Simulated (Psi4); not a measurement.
# RbI: geometry relaxation (part 1 of 3)

- system: RbI, SMILES [Rb][I]
- method: B3LYP/def2-TZVP, RKS, dispersion D4, core potentials def2 (Psi4 1.11)

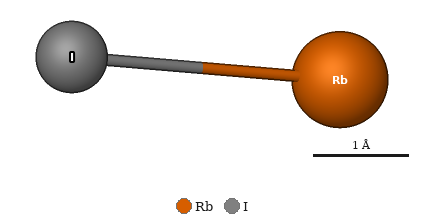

*The structure as given in the input (ball-and-stick view, seen at a tilt). Sticks mark near contacts.*

### Input file (irb.py)
```python
import psi4

psi4.set_memory('1600 MB')
psi4.set_num_threads(1)
psi4.core.set_output_file('run.log', False)

geom = psi4.geometry("""
0 1
Rb     0.000000     0.000000     0.000000
I      0.000000     0.000000     3.176879
symmetry c1
""")

psi4.set_options({
    'geom_maxiter': 60,
})

energy_value, wavefunction = psi4.optimize("b3lyp-d4/def2-TZVP", molecule=geom, return_wfn=True)
print(f'total energy {energy_value:.8f} hartree = {energy_value * 27.211386:.5f} eV')
print(geom.to_string(dtype='xyz', units='Angstrom'))
```

Run on 1 thread of Intel Xeon (Sapphire Rapids), 16 GiB of memory available, shared host.

Launched with:
```bash
python irb.py
```

### What the program printed
```
gradient() will perform analytic gradient computation.

   => Loading Basis Set <=

    Name: DEF2-TZVP
    Role: ORBITAL
    Keyword: BASIS

    !!!  WARNING: ECP capability is in beta. Please check occupations closely.  !!!

   => B3LYP-D4(BJ,EEQ)ATM: Empirical Dispersion <=

        a1 =       0.408680
        a2 =       4.538071
       alp =      16.000000
        s6 =       1.000000
        s8 =       2.029294
        s9 =       1.000000
        ga =       3.000000
        gc =       2.000000
        wf =       6.000000

         ---------------------------------------------------------
                                   SCF
                              RKS Reference
                        1 Threads,   1525 MiB Core
         ---------------------------------------------------------

  ==> Geometry <==

    Molecular point group: c1
    Full point group: C_inf_v

    Geometry (in Angstrom), charge = 0, multiplicity = 1:

       Center              X                  Y                   Z               Mass
    ------------   -----------------  -----------------  -----------------  -----------------
         RB           0.000000000000     0.000000000000    -1.903348442975    84.911789737900
         I            0.000000000000     0.000000000000     1.273530557025   126.904471900000

  Running in c1 symmetry.

  Rotational constants: A = ************  B =      0.03283  C =      0.03283 [cm^-1]
  Rotational constants: A = ************  B =    984.30622  C =    984.30622 [MHz]
  Nuclear repulsion =   37.478566983744109

  Charge       = 0
  Multiplicity = 1
  Electrons    = 34
  Nalpha       = 17
  Nbeta        = 17

  ==> Algorithm <==

  SCF Algorithm Type is DF.
  DIIS enabled.
  MOM disabled.
  Fractional occupation disabled.
  Guess Type is SAD.
  Energy threshold   = 1.00e-08
  Density threshold  = 1.00e-08
  Integral threshold = 1.00e-12

  ==> Primary Basis <==

  Basis Set: DEF2-TZVP
    Blend: DEF2-TZVP
    Number of shells: 29
    Number of basis functions: 83
    Number of Cartesian functions: 95
    Spherical Harmonics?: true
    Max angular momentum: 3

  Core potential: DEF2-TZVP
    Number of shells: 8
    Number of ECP primitives: 39
    Number of ECP core electrons: 56
    Max angular momentum: 3

  ==> DFT Potential <==

   => LibXC <=

    Version 7.1.2

   => Composite Functional: B3LYP-D4BJEEQATM <=

    B3LYP-d4bjeeqatm Hyb-GGA Exchange-Correlation Functional

    Deriv               =              1
    GGA                 =           TRUE
    Meta                =          FALSE

    Exchange Hybrid     =           TRUE
    MP2 Hybrid          =          FALSE

   => Exchange Functionals <=

    0.0800   Slater exchange
    0.7200         Becke 88

   => Exact (HF) Exchange <=

    0.2000               HF

   => Correlation Functionals <=

    0.1900   Vosko, Wilk & Nusair (VWN5_RPA)
    0.8100   Lee, Yang & Parr

   => LibXC Density Thresholds  <==

    XC_HYB_GGA_XC_B3LYP:  1.00E-15

   => Molecular Quadrature <=

    Radial Scheme          =       TREUTLER
    Pruning Scheme         =           NONE
    Nuclear Scheme         =       TREUTLER

    Blocking Scheme        =         OCTREE
    BS radius alpha        =              1
    Pruning alpha          =              1
    Radial Points          =             75
    Spherical Points       =            302
    Total Points           =          44352
    Total Blocks           =            484
    Max Points             =            255
    Max Functions          =             82
    Weights Tolerance      =       1.00E-15

   => Loading Basis Set <=

    Name: (DEF2-TZVP AUX)
    Role: JKFIT
    Keyword: DF_BASIS_SCF

  ==> Integral Setup <==

  DFHelper Memory: AOs need 0.019 GiB; user supplied 1.039 GiB.
  SCF_SUBTYPE=INCORE selected. In-core MEM_DF algorithm will be used.
  Using in-core AOs.

  ==> MemDFJK: Density-Fitted J/K Matrices <==

    J tasked:                   Yes
    K tasked:                   Yes
    wK tasked:                   No
    Memory [MiB]:              1063
    Algorithm:                 Core
    Schwarz Cutoff:           1E-12
    Mask sparsity (%):       1.2193
    Fitting Condition:        1E-10

   => Auxiliary Basis Set <=

  Basis Set: (DEF2-TZVP AUX)
    Blend: DEF2-UNIVERSAL-JKFIT
    Number of shells: 77
    Number of basis functions: 329
    Number of Cartesian functions: 448
    Spherical Harmonics?: true
    Max angular momentum: 5

  Cached 100.0% of DFT collocation blocks in 0.079 [GiB].

  Minimum eigenvalue in the overlap matrix is 5.1594869775E-03.
  Reciprocal condition number of the overlap matrix is 1.3089623656E-03.
    Using symmetric orthogonalization.

  ==> Pre-Iterations <==

  SCF Guess: Superposition of Atomic Densities via on-the-fly atomic UHF (no occupation information).

   -------------------------
    Irrep   Nso     Nmo
   -------------------------
     A         83      83
   -------------------------
    Total      83      83
   -------------------------

  ==> Iterations <==

                           Total Energy        Delta E     RMS |[F,P]|

   @DF-RKS iter SAD:  -319.04605605264220   -3.19046e+02   0.00000e+00
   @DF-RKS iter   1:  -321.60580578873635   -2.55975e+00   1.10296e-02 DIIS/ADIIS
   @DF-RKS iter   2:  -319.45923346448291    2.14657e+00   1.97881e-02 DIIS/ADIIS
   @DF-RKS iter   3:  -321.96631053395248   -2.50708e+00   2.50399e-03 DIIS/ADIIS
   @DF-RKS iter   4:  -321.99085360492973   -2.45431e-02   1.46139e-03 DIIS/ADIIS
   @DF-RKS iter   5:  -321.99723436776674   -6.38076e-03   5.70931e-04 DIIS/ADIIS
   @DF-RKS iter   6:  -321.99805032151932   -8.15954e-04   4.26712e-05 DIIS
   @DF-RKS iter   7:  -321.99806074683812   -1.04253e-05   6.32009e-06 DIIS
   @DF-RKS iter   8:  -321.99806090887614   -1.62038e-07   7.30969e-07 DIIS
   @DF-RKS iter   9:  -321.99806091295557   -4.07942e-09   1.54990e-07 DIIS
   @DF-RKS iter  10:  -321.99806091308636   -1.30797e-10   5.92725e-08 DIIS
   @DF-RKS iter  11:  -321.99806091310762   -2.12594e-11   3.81096e-09 DIIS
  Energy and wave function converged.

  ==> Post-Iterations <==

   Electrons on quadrature grid:
      Ntotal   =   34.0000424671 ; deviation = 4.247e-05

    Orbital Energies [Eh]
    ---------------------

    Doubly Occupied:

       1A     -6.738509     2A     -4.755615     3A     -4.754766
       4A     -4.754766     5A     -1.804300     6A     -1.803912
       7A     -1.803912     8A     -1.803057     9A     -1.802965
      10A     -1.294097    11A     -0.662565    12A     -0.662565
      13A     -0.661807    14A     -0.581665    15A     -0.200199
      16A     -0.190375    17A     -0.190375

    Virtual:

      18A     -0.065133    19A     -0.012191    20A     -0.012191
      21A     -0.005684    22A      0.016524    23A      0.016536
      24A      0.021665    25A      0.027388    26A      0.027388
      27A      0.031060    28A      0.052157    29A      0.052157
      30A      0.053783    31A      0.059000    32A      0.059002
      33A      0.072574    34A      0.072574    35A      0.132584
      36A      0.227723    37A      0.259429    38A      0.259429
      39A      0.287740    40A      0.291234    41A      0.291234
      42A      0.296417    43A      0.296420    44A      0.314192
      45A      0.314193    46A      0.362073    47A      0.362073
      48A      0.376738    49A      0.528135    50A      0.528135
      51A      0.553273    52A      0.645404    53A      0.738470
      54A      0.957176    55A      0.957259    56A      0.960992
      57A      0.960992    58A      0.961434    59A      0.961434
      60A      1.021057    61A      1.247986    62A      1.247986
      63A      1.304031    64A      1.446011    65A      1.446192
      66A      1.486457    67A      1.486457    68A      1.565954
      69A      3.140203    70A      3.140942    71A      3.141788
      72A      3.141788    73A      3.142361    74A      3.142361
      75A      3.168334    76A      4.300041    77A     12.818624
      78A     34.600579    79A     34.600579    80A     34.627479
      81A     38.711631    82A     42.794428    83A    117.903109

    Final Occupation by Irrep:
              A
    DOCC [    17 ]
    NA   [    17 ]
    NB   [    17 ]

  @DF-RKS Final Energy:  -321.99806091310762

   => Energetics <=

    Nuclear Repulsion Energy =             37.4785669837441091
    One-Electron Energy =                -635.0804913678468893
    Two-Electron Energy =                 296.8090613090030843
    DFT Exchange-Correlation Energy =     -21.2035519300011899
    Empirical Dispersion Energy =          -0.0016459080067903
    VV10 Nonlocal Energy =                  0.0000000000000000
    Total Energy =                       -321.9980609131076221

Computation Completed

Properties will be evaluated at   0.000000,   0.000000,   0.000000 [a0]

Properties computed using the SCF density matrix

 Multipole Moments:

 ------------------------------------------------------------------------------------
     Multipole            Electronic (a.u.)      Nuclear  (a.u.)        Total (a.u.)
 ------------------------------------------------------------------------------------

 L = 1.  Multiply by 2.5417464519 to convert [e a0] to [Debye]
 Dipole X            :         -0.0000001            0.0000000           -0.0000001
 Dipole Y            :         -0.0000000            0.0000000           -0.0000000
 Dipole Z            :        -32.2730408           27.7943336           -4.4787071
 Magnitude           :                                                    4.4787071

 ------------------------------------------------------------------------------------

	total time  =          3 seconds =       0.05 minutes

         ------------------------------------------------------------
                                   SCF GRAD
         ------------------------------------------------------------

  ==> Geometry <==

    Molecular point group: c1
    Full point group: C_inf_v

    Geometry (in Angstrom), charge = 0, multiplicity = 1:

       Center              X                  Y                   Z               Mass
    ------------   -----------------  -----------------  -----------------  -----------------
         RB           0.000000000000     0.000000000000    -1.903348442975    84.911789737900
         I            0.000000000000     0.000000000000     1.273530557025   126.904471900000

  Nuclear repulsion =   37.478566983744109

  ==> Basis Set <==

  Basis Set: DEF2-TZVP
    Blend: DEF2-TZVP
    Number of shells: 29
    Number of basis functions: 83
    Number of Cartesian functions: 95
    Spherical Harmonics?: true
    Max angular momentum: 3

  Core potential: DEF2-TZVP
    Number of shells: 8
    Number of ECP primitives: 39
    Number of ECP core electrons: 56
    Max angular momentum: 3

  ==> DFJKGrad: Density-Fitted SCF Gradients <==

    Gradient:                    1
    J tasked:                  Yes
    K tasked:                  Yes
    wK tasked:                  No
    Integrals threads:           1
    Memory [MiB]:             1144
    Schwarz Cutoff:          1E-12
    Fitting Condition:       1E-10

   => Auxiliary Basis Set <=

  Basis Set: (DEF2-TZVP AUX)
    Blend: DEF2-UNIVERSAL-JKFIT
    Number of shells: 77
    Number of basis functions: 329
    Number of Cartesian functions: 448
    Spherical Harmonics?: true
    Max angular momentum: 5

   => Molecular Quadrature <=

    Radial Scheme          =       TREUTLER
    Pruning Scheme         =           NONE
    Nuclear Scheme         =       TREUTLER

    Blocking Scheme        =         OCTREE
    BS radius alpha        =              1
    Pruning alpha          =              1
    Radial Points          =             75
    Spherical Points       =            302
    Total Points           =          44352
    Total Blocks           =            484
    Max Points             =            255
    Max Functions          =             82
    Weights Tolerance      =       1.00E-15

  -Total Gradient:
     Atom            X                  Y                   Z
    ------   -----------------  -----------------  -----------------
       1       -0.000000000261    -0.000000000108     0.006008855627
       2        0.000000000261     0.000000000108    -0.005742358033

	total time  =          1 seconds =       0.02 minutes

    			-----------------------------------------

    			 OPTKING 3.0: for geometry optimizations

    			        with contributions from

    			-----------------------------------------

	                            ===> Fragment 1 <==

	 Z (Atomic Numbers)          Masses                          Geom
	      37.000000            84.911790          0.00000000  0.00000000 -3.59680728
	      53.000000            126.904472         0.00000000  0.00000000  2.40662397

	 - Coordinate -           - BOHR/RAD -       - ANG/DEG -
	 R(1,2)           =         6.003431           3.176879

	        --- Internal Coordinate Step in ANG or DEG, aJ/ANG or AJ/DEG ---
	-------------------------------------------------------------------------------
	           Coordinate      Previous         Force          Change          New
	           ----------      --------        ------          ------        ------
	               R(1,2)       3.17688        0.04841        0.10499       3.28187
	-------------------------------------------------------------------------------

	                                 ==> Convergence Check <==

	Measures of convergence in internal coordinates in au.

	Criteria marked as inactive (o), active & met (*), and active & unmet ( ).
```
